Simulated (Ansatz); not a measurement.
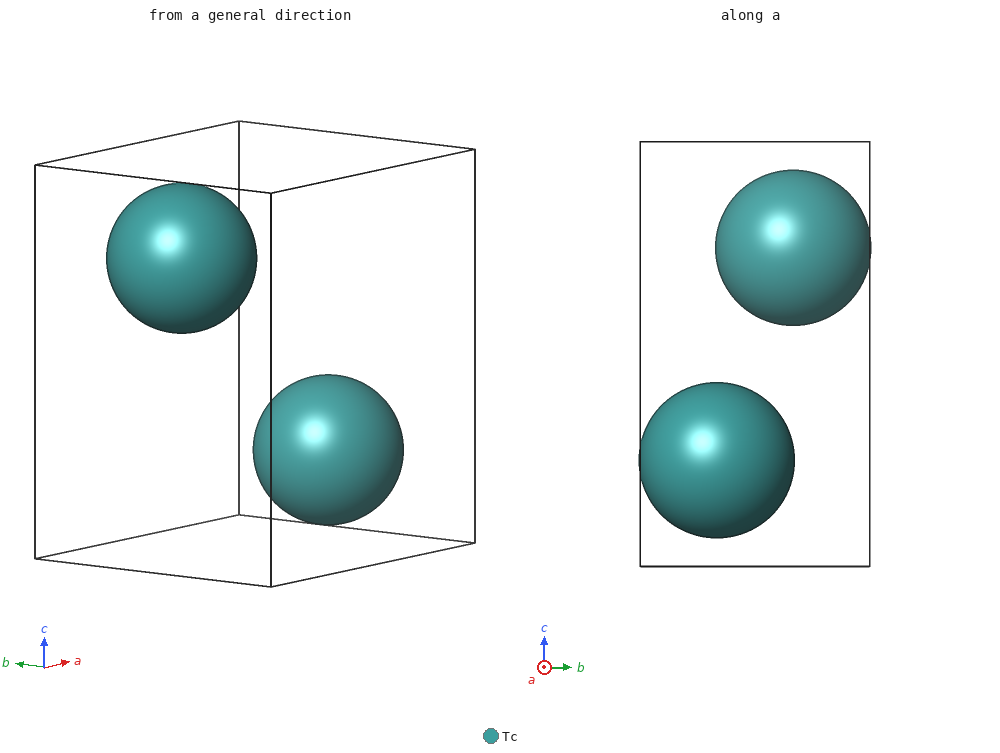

Drawn in the spheres-only manner and seen from a general direction and along the a axis. Atoms at the boundary of the conventional unit cell (the box) are drawn once for each face, edge or corner they touch.

### How many atoms does the box hold, once sharing is allowed for?

2 (technetium), counting shared atoms by their share.

### What lattice type does the structure have?

Primitive hexagonal.

### Space group?

P6_3/mmc (No. 194), with Tc on 2d.

### Give the prototype.

Hexagonal close-packed (Mg type).

Provenance: the standard structure of this element. It was relaxed at fixed volume with DFT HSE06, scalar-relativistic, plane waves, PAW (Ansatz 0.2.0).

At this level of theory the cell isn't at rest (compressed, at 16 GPa), so its distances can differ from those at equilibrium, the more so the softer the solid.
